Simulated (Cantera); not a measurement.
Charge: 1 mol SiH2Cl2, 0.071 mol Cl2, a varied amount of H2, equilibrated at 1000 K and 0.160 bar.

Cantera equilibrium calculation (NASA polynomials, part measured and part estimated; ideal gas, pure solids and liquids). Candidate condensed phases: Si; 19 gas species. The tables' values for SiCl3 are old estimates; treat these amounts as uncertain. The numbers say what is thermodynamically allowed, not how fast it happens.

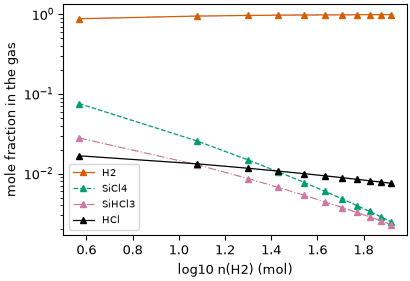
Fig. 1. Equilibrium gas composition (values under 1e-9 drawn at 1e-9)

From 3.7 mol H2 to 83 mol H2 the condensed part is Si(s). The main Si-bearing gas is SiCl4 throughout. The share of Si in condensed phases is highest at 83 mol H2 (55.9 %) and lowest at 3.7 mol H2 (44.4 %).
